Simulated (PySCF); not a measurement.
C₅H₁₂OSi, SMILES C(=C/O)/[Si](C)(C)C, singlet at its GFN2-xTB optimised geometry (Å):

```
19

C      1.3904    -1.3222     0.0000
Si    -0.5184    -1.3222     0.0000
C     -1.1607    -2.2678     1.5286
C     -1.1567    -2.1655    -1.5896
C     -1.1765     0.4496     0.0000
C     -0.9270     1.3162     0.9724
O     -0.1653     0.9838     2.0554
H      1.7715    -0.7977     0.8697
H      1.7875    -0.8303    -0.8829
H      1.7872    -2.3329     0.0212
H     -0.8016    -3.2926     1.5415
H     -0.8266    -1.7871     2.4418
H     -2.2460    -2.2981     1.5493
H     -0.8083    -1.6508    -2.4792
H     -0.8140    -3.1934    -1.6518
H     -2.2414    -2.1805    -1.6232
H     -1.7875     0.7982    -0.8176
H     -1.3113     2.3329     0.9634
H     -0.0908     1.7292     2.6582
```

Method: PBE0/def2-SVP (PySCF). Cells within 0.4 Å of a nucleus heavier than hydrogen are left out (blank, or x).

Map of the electrostatic potential (hartree/e), clipped to [-0.08, 0.12] on the plane z = 0.0 Å:

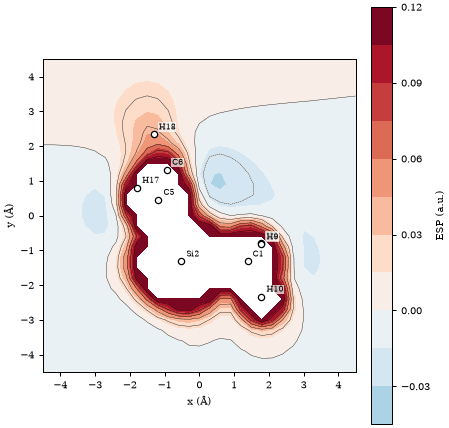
Figure: Electrostatic potential (hartree/e), clipped to [-0.08, 0.12] on the plane z = 0.0 Å.
